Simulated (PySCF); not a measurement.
**F5S, charge +1, SMILES `F[S+](F)(F)(F)F`: what the electrons do**

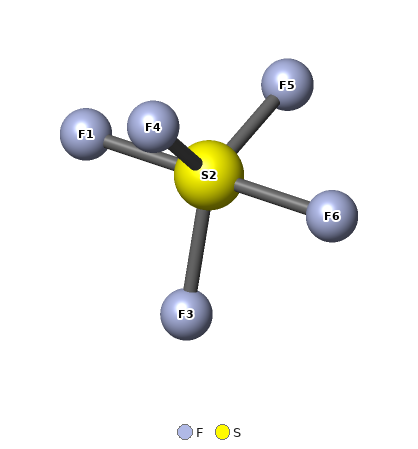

The molecule, with its atoms numbered as below. No frequency check shows the geometry to be a minimum.

Coordinates in Å:

```
F1       1.5494    0.0006    0.0007
S2       0.0001   -0.0001    0.0000
F3       0.0009   -1.4937   -0.4021
F4       0.0001    1.0952   -1.0925
F5      -0.0013    0.3987    1.4946
F6      -1.5493   -0.0006   -0.0009
```

Part 1: Bonding charge

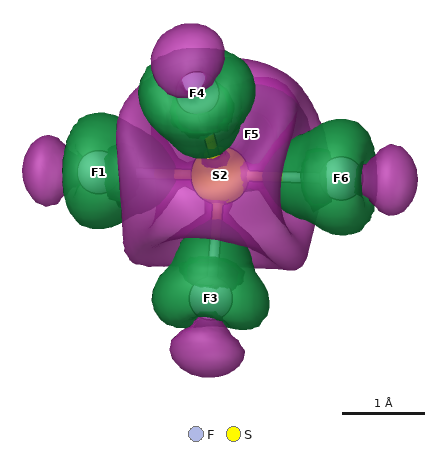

Deformation density (molecule less spherical, spin-averaged free atoms at the same positions), surfaces at ±0.05 e/Å³; green: gain, purple: loss.

Level of theory: ωB97X/def2-TZVP (PySCF), at a geometry from GFN2-xTB.

**How much density has each bond gained at its critical point, relative to the free atoms?**

F1–S2 and S2–F6: +0.12 e/Å³ at the bond critical point (bond length 1.55 Å, Mayer order 1.2); up to 0.6 Å beside the axis the gain reaches +0.35 e/Å³. S2–F3, S2–F5 and S2–F4: +0.11 e/Å³ at the bond critical point (bond length 1.55 Å, Mayer order 1.3); up to 0.6 Å beside the axis the gain reaches +0.32 e/Å³. In all, 1.1 electrons gather in the regions of gain relative to the promolecule of neutral atoms (the regions of loss give up this much and the cation's charge besides). A small or negative value marks a very polar bond, one between electron-rich atoms, whose free-atom densities already overlap strongly, a long bond to a heavier atom, or a closed-shell contact such as a hydrogen bond.

**Where do the Hirshfeld charges lie?**

The highest Hirshfeld charge is on S2 (+0.81 e), the lowest on F1 and F6 (0.00 e).

Part 2: Bond critical points

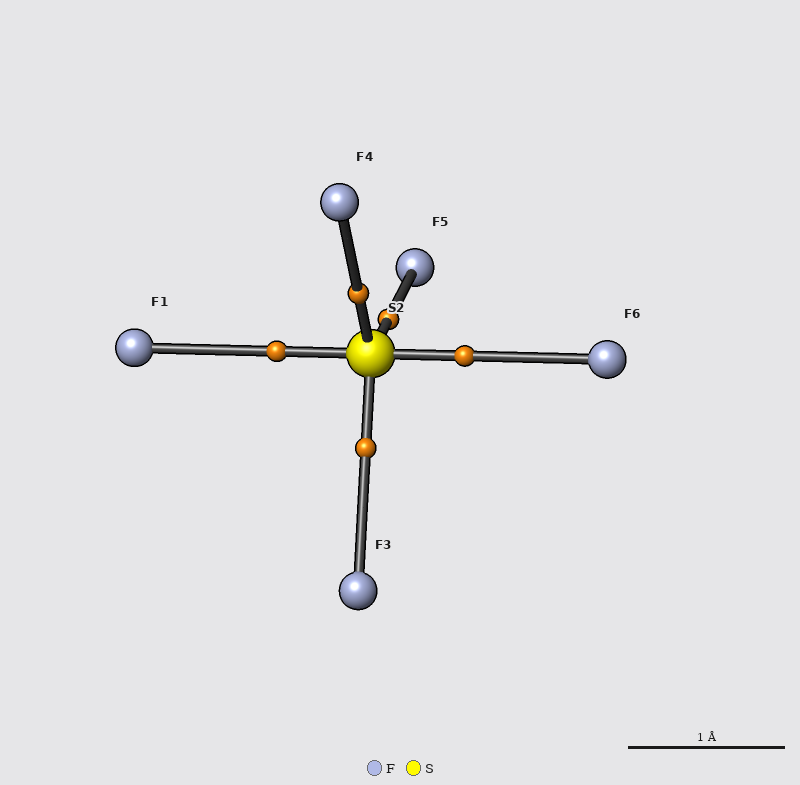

Molecular graph of the electron density (QTAIM): bond paths, bond critical points (orange), ring points (yellow, if any); weak paths are dashed.

**How many critical points of each kind are there, and does the count close?**

6 nuclei, 5 bond, 0 ring and 0 cage critical points: 6 − 5 + 0 − 0 = 1, as the Poincaré–Hopf relation requires.

**Give the properties at the bond critical points.**

```
           bond  length (Å)  ρ (a.u.)  ∇²ρ (a.u.)     ε  H (a.u.)
F1–S2 (2 alike)       1.549     0.244       +0.12  0.00    −0.298
S2–F3 (3 alike)       1.547     0.243       +0.11  0.03    −0.294
```

**What kind of interaction is F1–S2?**

Polar or intermediate (positive Laplacian, negative energy density H): ρ = 0.244, ∇²ρ = +0.12, H = −0.298 a.u.

Part 3: Electrostatic potential

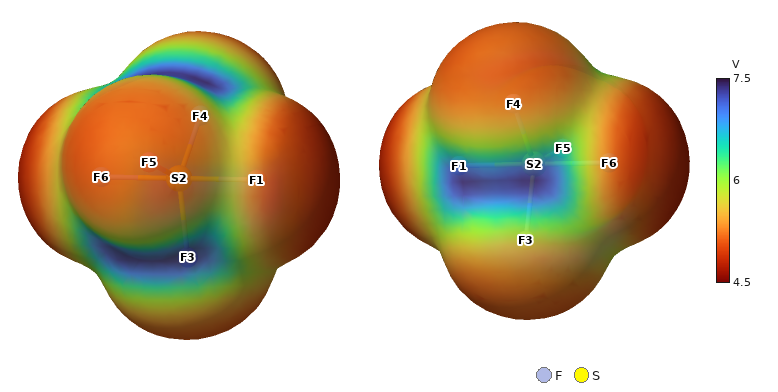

Electrostatic potential on the surface of electron density 0.001 a.u. (back view left, front view right).

**Where are the extremes of the potential on the surface?**

Highest: 7.39 V, near F4 (1.85 Å), F5 (1.86 Å) and S2 (2.03 Å). Lowest: 4.82 V, 1.5 Å from F6, and at like points elsewhere. The surface is sampled at points, so like sites can differ by a few per cent and only the strongest of them is named.

**What volume does the surface enclose?**

About 75 Å³.

Part 4: In an electric field

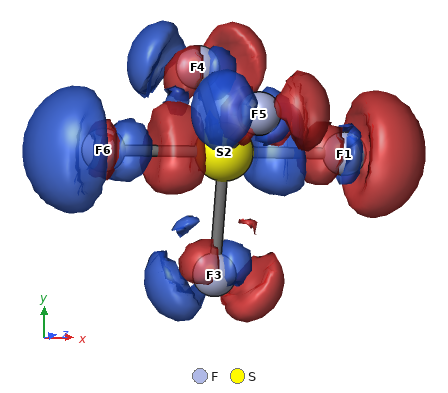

Change of the electron density in a uniform field of 0.41 V/Å, surfaces at ±0.004 e/Å³ (red: gain, blue: loss).

PySCF calculation, ωB97X/aug-cc-pVDZ, gas phase; geometry: GFN2-xTB.

**Along which Cartesian direction does the field point?**

Along −x: electrons gather on the +x side, against the field.

**What dipole is induced, and what polarisability does it imply?**

The induced dipole is 0.53 D (along the field); α along this axis, from the fields in both directions, is 26 bohr³ (3.9 Å³).

**Which atoms gain and lose the most charge?**

Electrons gather most on F1 (Hirshfeld charge changes by −0.020 e) and leave F6 most (+0.020 e); 0.059 electrons are displaced in all.

Part 5: Localised orbitals

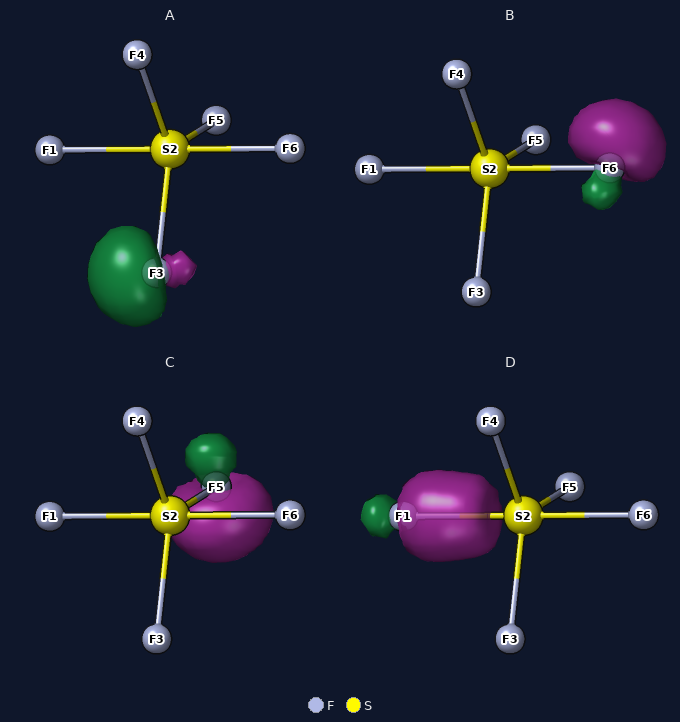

Foster–Boys orbitals, occupied; each surface holds about 70 % of the orbital's density. Energies are diagonal elements of the Fock matrix.

Computed with PySCF, TPSS/6-311+G**, geometry: GFN2-xTB.

**Name the orbitals, with their atomic make-up and energies.**

By panel:
- A: lone pair on F3 (sp2-type) (F3 98 %; −25.4 eV)
- B: lone pair on F6 (sp2.4-type) (F6 97 %; −24.2 eV)
- C: lone pair on F5 (sp3.5-type) (F5 94 %, S2 5 %; −24.4 eV)
- D: σ bond F1–S2 (F1 70 %, S2 28 %; −30.6 eV)

**How do all the valence pairs divide up?**

20 pairs: 15 lone pairs and 5 σ bonds.
